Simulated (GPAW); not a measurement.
Consider LiTi2O4 (Fd-3m).

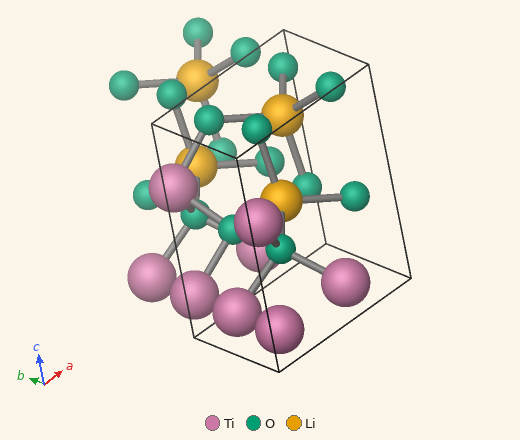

The structure (titanium pink, oxygen teal, lithium orange). Bonds to atoms that aren't drawn are left out. 1×2×1 cells are drawn.

```xyz
14
Lattice="0.0000 4.1955 4.1955 4.1955 0.0000 4.1955 4.1955 4.1955 0.0000" Properties=species:S:1:pos:R:3 pbc="T T T"
Ti    3.1466    1.0489    3.1466
Ti    3.1466    3.1466    1.0489
Ti    1.0489    3.1466    3.1466
Ti    1.0489    1.0489    1.0489
O     5.3702    5.3702    3.0208
O     5.1185    7.4680    5.1185
O     3.0208    3.0208    3.0208
O     7.4680    5.1185    5.1185
O     5.3702    3.0208    5.3702
O     5.1185    5.1185    7.4680
O     3.0208    5.3702    5.3702
O     7.4680    7.4680    7.4680
Li    6.2933    6.2933    6.2933
Li    4.1955    4.1955    4.1955
```

Absorber: atom 1, with 6 O at 1.98 Å (distorted octahedral, site symmetry -3m). Method: GPAW, LDA, excited-electron core hole (neutral cell), 14-atom cell with 5.9 Å between holes, 7×7×7 k points, dipole transitions, Gaussian full width 0.9 eV up to 4 eV, rising linearly to 3.5 eV at 25 eV.

Q: Predict the near-edge structure at the Ti L₃ edge.

Main maxima up to 30 eV above the zero (height): 0.3 eV (7.34), 2.8 eV (7.31) and 15.4 eV (0.39). At an L edge the dipole rule selects empty d (and weakly s) states on the absorber, and the strong line at the onset measures the empty part of its d band. 2p–3d multiplets, which reshape such L edges, aren't in a one-electron spectrum. The total-energy difference is 456.81 eV. Two terms are added: -1.48 eV, since the hole is spin-paired here and a spin-polarised one costs that much less in the free atom (computed apart); −2.13 eV, a third of the tabulated L₂–L₃ splitting, since the scalar-relativistic hole is their mean. The photon energy is then 453.19 eV. The tabulated edge of the element is 453.8 eV. The functional leaves an error of a few eV in such absolute values.

The Ti L₃ spectrum (energy from the lowest empty level; intensity scaled to a mean of 1 over the first 20 eV):

```
E (eV)  intensity
  -2.0       0.00
  -0.5       1.45
   1.0       4.63
   2.5       5.84
   4.0       0.33
   5.5       0.07
   7.0       0.17
   8.5       0.06
  10.0       0.18
  11.5       0.26
  13.0       0.23
  14.5       0.34
  16.0       0.37
  17.5       0.26
  19.0       0.28
  20.5       0.36
  22.0       0.37
  23.5       0.33
  25.0       0.29
  26.5       0.26
  28.0       0.23
  29.5       0.24
  31.0       0.33
```

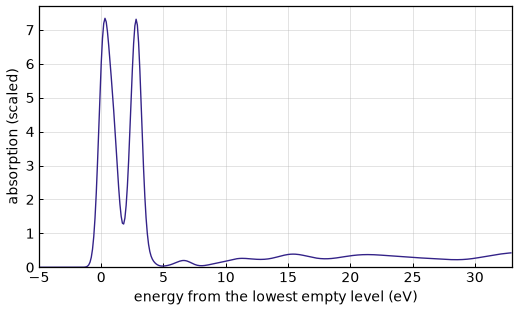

The Ti L₃ edge.

One-electron theory leaves out the 2p–3d multiplets that shape measured L edges of 3d elements, and the L₂ edge isn't added. The unit cell's mesh shows no gap over 0.35 eV. That is right for a metallic compound; for a small-gap or correlated insulator it would be the fault of the functional or of the assumed magnetic order, and the hole would be screened too well. The holes are only 5.9 Å apart, so the shape is probably not converged with cell size; no larger cell was run here. The structure is a published determination, not relaxed.

[Banner, clock and machine lines of the logs are left out without a mark of their own.]

[Logs are printed without paths, hosts, clocks, repeated set-up lines and the standing remarks that a program may print on its own settings, such as how far it seeks lower states.]

[Hosts, paths, dates, database ids (printed as entryN), source tags and the programs' standing remarks are cut or masked in the printed files.]

[Lists of maxima count a maximum above −3 eV only where it reaches 4 % of the highest in the window and stands out from its surroundings by 2 % of it (1.5 % where it reaches 55 %); shoulders and weaker maxima are passed over, and of the rest the first, up to two pre-edge ones and the few strongest are named.]
